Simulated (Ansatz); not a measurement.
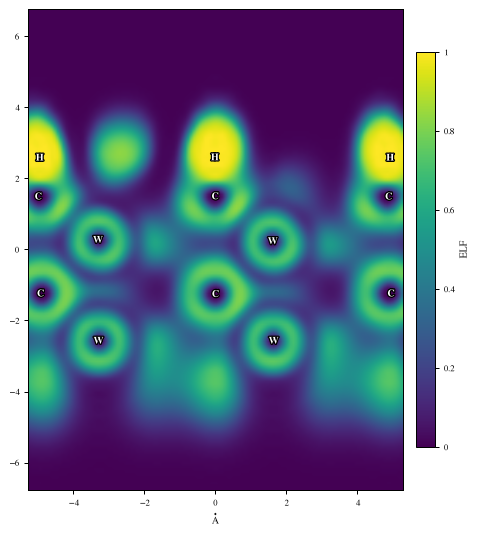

H₂W₈C₈O (slab). ELF on the (110) plane of the calculation cell, a cut from vacuum to vacuum.

PAW files of the earlier set (soft_1).

The calculation used DFT LDA, scalar-relativistic, plane waves, PAW in Ansatz 0.2.0.

Q: What does the map show?

A: The section cuts through C, W and H sites. Atoms just off the plane (O, 0.8 Å away) can leave unmarked features too. C–H (1.09 Å): the ELF climbs to about 1 towards the hydrogen, as it does in any bond to H (an ordinary covalent bond to hydrogen). W–C (2.06 Å): the ELF peaks at about 0.80 in the valence shell of C, 0.7 Å from its nucleus, and is about 0.40 at the midpoint. W–C (2.11 Å): the ELF peaks at about 0.80 in the valence shell of C, 0.7 Å from its nucleus, and is about 0.35 at the midpoint. The features right at W lie inside the PAW spheres, where the map follows smoothed inner orbitals and isn't to be read closely.

Q: Does the calculation give a band gap?

A: It is metallic or semimetallic at this level of theory: no gap opens.
